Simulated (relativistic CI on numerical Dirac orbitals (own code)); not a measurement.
# Ions with 3 electrons, V²⁰⁺ to Cu²⁶⁺: levels along an isoelectronic sequence

Aim: follow the lowest levels of 3-electron ions as the nuclear charge grows, with one list of configurations.

Method: Dirac-Coulomb-Breit CI, KLI orbitals optimised for each configuration, model QED (radiative potential, 1s self-energy scaled to tabulated hydrogen-like ionisation energies). Code: relativistic CI on numerical Dirac orbitals (own code) version 2.

**1. The system**

```
electrons      : 3
ions           : V²⁰⁺, Cr²¹⁺, Mn²²⁺, Fe²³⁺, Co²⁴⁺, Ni²⁵⁺, Cu²⁶⁺
configurations : [He] 2s; [He] 2p; [He] 3s; [He] 3p; [He] 3d
```

**2. V²⁰⁺ (Z = 23)**

The run's settings:

```ini
atom V  Z=23  charge=20  electrons=3
nucleus A=51  rms_radius_fm=3.6002
hamiltonian dirac-coulomb  breit=on  qed=on  c_scale=1
orbitals kli  potential=per-configuration
slater_scale 1
correlation none
mixing on
configurations
  [He] 2s
  [He] 2p
  [He] 3s
  [He] 3p
  [He] 3d
end
```

Main fields of the result record, rounded:

```text
{
  "status": "converged",
  "levels [i, E_cm, J2, conf, term, w_term, jj, w_jj, g, tau_s]": [
    [0, 0, 1, "2s", "2S", 1, "2s", 1, 1.998, "-"],
    [1, 341607.05, 1, "2p", "2P*", 1, "2p1/2", 1, 0.6618, 6.375e-10],
    [2, 416956.66, 3, "2p", "2P*", 1, "2p3/2", 1, 1.331, 3.464e-10],
    [3, 7117092.4, 1, "3s", "2S", 1, "3s", 1, 2, 6.063e-13],
    [4, 7211875.7, 1, "3p", "2P*", 1, "3p1/2", 1, 0.6641, 2.293e-13],
    [5, 7234111.8, 3, "3p", "2P*", 1, "3p3/2", 1, 1.333, 2.358e-13],
    [6, 7269455.5, 3, "3d", "2D", 1, "3d3/2", 1, 0.7981, 7.737e-14],
    [7, 7276501.5, 5, "3d", "2D", 1, "3d5/2", 1, 1.199, 7.81e-14]
  ],
  "lines, the strongest and those to the lowest levels [upper, lower, type, S_au, A_per_s, branching]": [
    [1, 0, "E1", 0.03884, 1.569e+09, 1],
    [2, 0, "E1", 0.07863, 2.887e+09, 1],
    [3, 1, "E1", 0.001703, 5.368e+11, 0.3254],
    [3, 2, "E1", 0.003652, 1.113e+12, 0.6746],
    [4, 0, "E1", 0.01147, 4.359e+12, 0.9995],
    [5, 0, "E1", 0.0221, 4.238e+12, 0.9994],
    [5, 3, "E1", 0.4764, 3.867e+08, 9.119e-05],
    [6, 1, "E1", 0.06405, 1.079e+13, 0.8346],
    [6, 2, "E1", 0.01308, 2.132e+12, 0.165],
    [7, 2, "E1", 0.1174, 1.28e+13, 0.9996]
  ],
  "n_levels_all": 8,
  "total_energy [Ha]": -575.69910558,
  "configurations [conf, odd, states, E_av_cm, breit_Ha, qed_Ha, corr_Ha]": [
    ["2s", 0, 2, 1.01049, 0.1704, 0.1963, "-"],
    ["2p", 1, 6, 391843, 0.1734, 0.1847, "-"],
    ["3s", 0, 2, 7.11709e+06, 0.1605, 0.1881, "-"],
    ["3p", 1, 6, 7.2267e+06, 0.1613, 0.1848, "-"],
    ["3d", 0, 10, 7.27368e+06, 0.1568, 0.1848, "-"]
  ],
  "radial 2s [Ha, bohr]": {"<r^1>(2s)": 0.27316, "<r^2>(2s)": 0.087192, "<r^4>(2s)": 0.012533}
}
```

Wall time 0.15 s (1 thread, shared host).

**3. Cr²¹⁺ (Z = 24)**

Settings: those of step 2 with these lines changed.

```diff
@@ -1,3 +1,3 @@
-atom V  Z=23  charge=20  electrons=3
-nucleus A=51  rms_radius_fm=3.6002
+atom Cr  Z=24  charge=21  electrons=3
+nucleus A=52  rms_radius_fm=3.6452
 hamiltonian dirac-coulomb  breit=on  qed=on  c_scale=1
```

Results of the run:

```text
{
  "status": "converged",
  "levels [i, E_cm, J2, conf, term, w_term, jj, w_jj, g, tau_s]": [
    [0, 0, 1, "2s", "2S", 1, "2s", 1, 1.998, "-"],
    [1, 358659.38, 1, "2p", "2P*", 1, "2p1/2", 1, 0.6614, 6.05e-10],
    [2, 449415.26, 3, "2p", "2P*", 1, "2p3/2", 1, 1.331, 3.034e-10],
    [3, 7801555.8, 1, "3s", "2S", 1, "3s", 1, 2, 5.061e-13],
    [4, 7901102.4, 1, "3p", "2P*", 1, "3p1/2", 1, 0.6639, 1.898e-13],
    [5, 7927895.6, 3, "3p", "2P*", 1, "3p3/2", 1, 1.333, 1.957e-13],
    [6, 7965037.6, 3, "3d", "2D", 1, "3d3/2", 1, 0.798, 6.423e-14],
    [7, 7973529.1, 5, "3d", "2D", 1, "3d5/2", 1, 1.199, 6.489e-14]
  ],
  "n_levels_all": 8,
  "total_energy [Ha]": -628.27795222,
  "configurations [conf, odd, states, E_av_cm, breit_Ha, qed_Ha, corr_Ha]": [
    ["2s", 0, 2, 1.27928, 0.1942, 0.2269, "-"],
    ["2p", 1, 6, 419167, 0.1976, 0.2134, "-"],
    ["3s", 0, 2, 7.80155e+06, 0.1829, 0.2174, "-"],
    ["3p", 1, 6, 7.91896e+06, 0.1838, 0.2135, "-"],
    ["3d", 0, 10, 7.97013e+06, 0.1786, 0.2135, "-"]
  ]
}
```

Run time: 0.14 s. Hardware: 1 thread, shared host.

**4. Mn²²⁺ (Z = 25)**

Settings: those of step 3 with these lines changed.

```diff
@@ -1,3 +1,3 @@
-atom Cr  Z=24  charge=21  electrons=3
-nucleus A=52  rms_radius_fm=3.6452
+atom Mn  Z=25  charge=22  electrons=3
+nucleus A=55  rms_radius_fm=3.7057
 hamiltonian dirac-coulomb  breit=on  qed=on  c_scale=1
```

Results of the run:

```text
{
  "status": "converged",
  "levels [i, E_cm, J2, conf, term, w_term, jj, w_jj, g, tau_s]": [
    [0, 0, 1, "2s", "2S", 1, "2s", 1, 1.997, "-"],
    [1, 375847.21, 1, "2p", "2P*", 1, "2p1/2", 1, 0.661, 5.751e-10],
    [2, 484278.2, 3, "2p", "2P*", 1, "2p3/2", 1, 1.33, 2.65e-10],
    [3, 8518382.8, 1, "3s", "2S", 1, "3s", 1, 2, 4.255e-13],
    [4, 8622727.4, 1, "3p", "2P*", 1, "3p1/2", 1, 0.6637, 1.584e-13],
    [5, 8654750.3, 3, "3p", "2P*", 1, "3p3/2", 1, 1.332, 1.638e-13],
    [6, 8693681.5, 3, "3d", "2D", 1, "3d3/2", 1, 0.7979, 5.376e-14],
    [7, 8703830.8, 5, "3d", "2D", 1, "3d5/2", 1, 1.199, 5.436e-14]
  ],
  "n_levels_all": 8,
  "total_energy [Ha]": -683.20881973,
  "configurations [conf, odd, states, E_av_cm, breit_Ha, qed_Ha, corr_Ha]": [
    ["2s", 0, 2, 1.59509, 0.2201, 0.2606, "-"],
    ["2p", 1, 6, 448138, 0.2241, 0.2451, "-"],
    ["3s", 0, 2, 8.51838e+06, 0.2072, 0.2496, "-"],
    ["3p", 1, 6, 8.64407e+06, 0.2083, 0.2451, "-"],
    ["3d", 0, 10, 8.69977e+06, 0.2024, 0.2451, "-"]
  ]
}
```

It took 0.14 s on 1 thread, shared host.

**5. Fe²³⁺ (Z = 26)**

Settings: those of step 4 with these lines changed.

```diff
@@ -1,3 +1,3 @@
-atom Mn  Z=25  charge=22  electrons=3
-nucleus A=55  rms_radius_fm=3.7057
+atom Fe  Z=26  charge=23  electrons=3
+nucleus A=56  rms_radius_fm=3.7377
 hamiltonian dirac-coulomb  breit=on  qed=on  c_scale=1
```

Results of the run:

```text
{
  "status": "converged",
  "levels [i, E_cm, J2, conf, term, w_term, jj, w_jj, g, tau_s]": [
    [0, 0, 1, "2s", "2S", 1, "2s", 1, 1.997, "-"],
    [1, 393177.97, 1, "2p", "2P*", 1, "2p1/2", 1, 0.6606, 5.476e-10],
    [2, 521771.22, 3, "2p", "2P*", 1, "2p3/2", 1, 1.33, 2.306e-10],
    [3, 9267744.2, 1, "3s", "2S", 1, "3s", 1, 2, 3.602e-13],
    [4, 9376923.4, 1, "3p", "2P*", 1, "3p1/2", 1, 0.6635, 1.332e-13],
    [5, 9414913.4, 3, "3p", "2P*", 1, "3p3/2", 1, 1.332, 1.381e-13],
    [6, 9455624.3, 3, "3d", "2D", 1, "3d3/2", 1, 0.7977, 4.533e-14],
    [7, 9467663.4, 5, "3d", "2D", 1, "3d5/2", 1, 1.199, 4.588e-14]
  ],
  "n_levels_all": 8,
  "total_energy [Ha]": -740.50116505,
  "configurations [conf, odd, states, E_av_cm, breit_Ha, qed_Ha, corr_Ha]": [
    ["2s", 0, 2, 1.96309, 0.2483, 0.2977, "-"],
    ["2p", 1, 6, 478911, 0.2529, 0.2799, "-"],
    ["3s", 0, 2, 9.26774e+06, 0.2337, 0.285, "-"],
    ["3p", 1, 6, 9.40225e+06, 0.2349, 0.2798, "-"],
    ["3d", 0, 10, 9.46285e+06, 0.2282, 0.2798, "-"]
  ]
}
```

It took 0.15 s on 1 thread, shared host.

**6. Co²⁴⁺ (Z = 27)**

Settings: those of step 5 with these lines changed.

```diff
@@ -1,3 +1,3 @@
-atom Fe  Z=26  charge=23  electrons=3
-nucleus A=56  rms_radius_fm=3.7377
+atom Co  Z=27  charge=24  electrons=3
+nucleus A=59  rms_radius_fm=3.7875
 hamiltonian dirac-coulomb  breit=on  qed=on  c_scale=1
```

Results of the run:

```text
{
  "status": "converged",
  "levels [i, E_cm, J2, conf, term, w_term, jj, w_jj, g, tau_s]": [
    [0, 0, 1, "2s", "2S", 1, "2s", 1, 1.996, "-"],
    [1, 410657.83, 1, "2p", "2P*", 1, "2p1/2", 1, 0.6601, 5.222e-10],
    [2, 562130.36, 3, "2p", "2P*", 1, "2p3/2", 1, 1.33, 2.001e-10],
    [3, 10049831, 1, "3s", "2S", 1, "3s", 1, 2, 3.068e-13],
    [4, 10163883, 1, "3p", "2P*", 1, "3p1/2", 1, 0.6633, 1.128e-13],
    [5, 10208646, 3, "3p", "2P*", 1, "3p3/2", 1, 1.332, 1.173e-13],
    [6, 10251126, 3, "3d", "2D", 1, "3d3/2", 1, 0.7976, 3.849e-14],
    [7, 10265309, 5, "3d", "2D", 1, "3d5/2", 1, 1.199, 3.9e-14]
  ],
  "n_levels_all": 8,
  "total_energy [Ha]": -800.16475646,
  "configurations [conf, odd, states, E_av_cm, breit_Ha, qed_Ha, corr_Ha]": [
    ["2s", 0, 2, 2.3888, 0.2788, 0.3382, "-"],
    ["2p", 1, 6, 511644, 0.284, 0.3179, "-"],
    ["3s", 0, 2, 1.00498e+07, 0.2623, 0.3237, "-"],
    ["3p", 1, 6, 1.01937e+07, 0.2636, 0.3177, "-"],
    ["3d", 0, 10, 1.02596e+07, 0.2561, 0.3178, "-"]
  ]
}
```

Wall time 0.15 s (1 thread, shared host).

**7. Ni²⁵⁺ (Z = 28)**

Settings: those of step 6 with these lines changed.

```diff
@@ -1,3 +1,3 @@
-atom Co  Z=27  charge=24  electrons=3
-nucleus A=59  rms_radius_fm=3.7875
+atom Ni  Z=28  charge=25  electrons=3
+nucleus A=58  rms_radius_fm=3.7757
 hamiltonian dirac-coulomb  breit=on  qed=on  c_scale=1
```

Results of the run:

```text
{
  "status": "converged",
  "levels [i, E_cm, J2, conf, term, w_term, jj, w_jj, g, tau_s]": [
    [0, 0, 1, "2s", "2S", 1, "2s", 1, 1.996, "-"],
    [1, 428295.93, 1, "2p", "2P*", 1, "2p1/2", 1, 0.6596, 4.986e-10],
    [2, 605606.09, 3, "2p", "2P*", 1, "2p3/2", 1, 1.329, 1.731e-10],
    [3, 10864831, 1, "3s", "2S", 1, "3s", 1, 2, 2.627e-13],
    [4, 10983796, 1, "3p", "2P*", 1, "3p1/2", 1, 0.6631, 9.617e-14],
    [5, 11036209, 3, "3p", "2P*", 1, "3p3/2", 1, 1.332, 1.003e-13],
    [6, 11080448, 3, "3d", "2D", 1, "3d3/2", 1, 0.7974, 3.289e-14],
    [7, 11097048, 5, "3d", "2D", 1, "3d5/2", 1, 1.198, 3.336e-14]
  ],
  "n_levels_all": 8,
  "total_energy [Ha]": -862.21012486,
  "configurations [conf, odd, states, E_av_cm, breit_Ha, qed_Ha, corr_Ha]": [
    ["2s", 0, 2, 2.8781, 0.3117, 0.3824, "-"],
    ["2p", 1, 6, 546508, 0.3176, 0.3593, "-"],
    ["3s", 0, 2, 1.08648e+07, 0.2932, 0.3659, "-"],
    ["3p", 1, 6, 1.10187e+07, 0.2947, 0.3591, "-"],
    ["3d", 0, 10, 1.10904e+07, 0.2863, 0.3591, "-"]
  ]
}
```

Wall time 0.14 s (1 thread, shared host).

**8. Cu²⁶⁺ (Z = 29)**

Settings: those of step 7 with these lines changed.

```diff
@@ -1,3 +1,3 @@
-atom Ni  Z=28  charge=25  electrons=3
-nucleus A=58  rms_radius_fm=3.7757
+atom Cu  Z=29  charge=26  electrons=3
+nucleus A=63  rms_radius_fm=3.8823
 hamiltonian dirac-coulomb  breit=on  qed=on  c_scale=1
```

Results of the run:

```text
{
  "status": "converged",
  "levels [i, E_cm, J2, conf, term, w_term, jj, w_jj, g, tau_s]": [
    [0, 0, 1, "2s", "2S", 1, "2s", 1, 1.995, "-"],
    [1, 446093.49, 1, "2p", "2P*", 1, "2p1/2", 1, 0.6591, 4.766e-10],
    [2, 652453.24, 3, "2p", "2P*", 1, "2p3/2", 1, 1.329, 1.493e-10],
    [3, 11712960, 1, "3s", "2S", 1, "3s", 1, 1.999, 2.262e-13],
    [4, 11836877, 1, "3p", "2P*", 1, "3p1/2", 1, 0.6629, 8.246e-14],
    [5, 11897895, 3, "3p", "2P*", 1, "3p3/2", 1, 1.332, 8.622e-14],
    [6, 11943880, 3, "3d", "2D", 1, "3d3/2", 1, 0.7972, 2.826e-14],
    [7, 11963197, 5, "3d", "2D", 1, "3d5/2", 1, 1.198, 2.87e-14]
  ],
  "n_levels_all": 8,
  "total_energy [Ha]": -926.64755699,
  "configurations [conf, odd, states, E_av_cm, breit_Ha, qed_Ha, corr_Ha]": [
    ["2s", 0, 2, 3.43722, 0.3472, 0.4304, "-"],
    ["2p", 1, 6, 583673, 0.3538, 0.4043, "-"],
    ["3s", 0, 2, 1.1713e+07, 0.3265, 0.4117, "-"],
    ["3p", 1, 6, 1.18775e+07, 0.3282, 0.404, "-"],
    ["3d", 0, 10, 1.19555e+07, 0.3187, 0.404, "-"]
  ]
}
```

It took 0.15 s on 1 thread, shared host.

**9. Along the sequence**

| ion | lowest level | LS (%) | jj (%) | excitation 1 (eV) | excitation 2 (eV) | excitation 3 (eV) |
| --- | --- | --- | --- | --- | --- | --- |
| V²⁰⁺ | 2s 2S1/2 | 100 | 100 | 42.35 | 51.70 | 882.41 |
| Cr²¹⁺ | 2s 2S1/2 | 100 | 100 | 44.47 | 55.72 | 967.27 |
| Mn²²⁺ | 2s 2S1/2 | 100 | 100 | 46.60 | 60.04 | 1056.14 |
| Fe²³⁺ | 2s 2S1/2 | 100 | 100 | 48.75 | 64.69 | 1149.05 |
| Co²⁴⁺ | 2s 2S1/2 | 100 | 100 | 50.92 | 69.70 | 1246.02 |
| Ni²⁵⁺ | 2s 2S1/2 | 100 | 100 | 53.10 | 75.09 | 1347.07 |
| Cu²⁶⁺ | 2s 2S1/2 | 100 | 100 | 55.31 | 80.89 | 1452.22 |

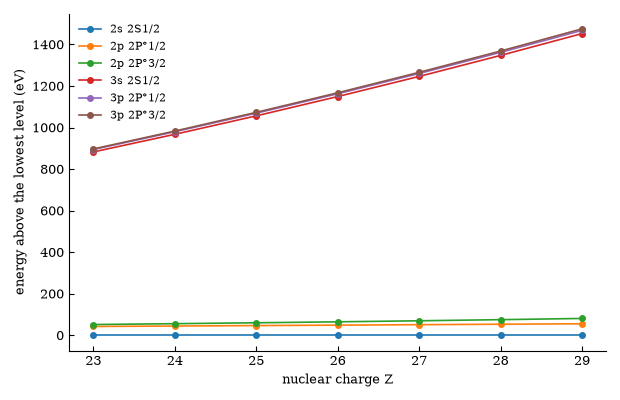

Levels followed by their labels along the sequence.

**10. Results**

| quantity | value |
| --- | --- |
| lowest level, first ion | 2s 2S1/2 |
| lowest level, last ion | 2s 2S1/2 |
| changes of the lowest level | none |
| interval 2P°1/2 to 2P°3/2 | 75350 to 206400 cm⁻¹ |
| mean jj purity of the low levels | 100 % |

**Reading.** The lowest level stays 2s 2S1/2 throughout. The fine-structure interval of 2p 2P° grows as about Z to the power 4.3 over this range. Only the listed configurations are in the model.
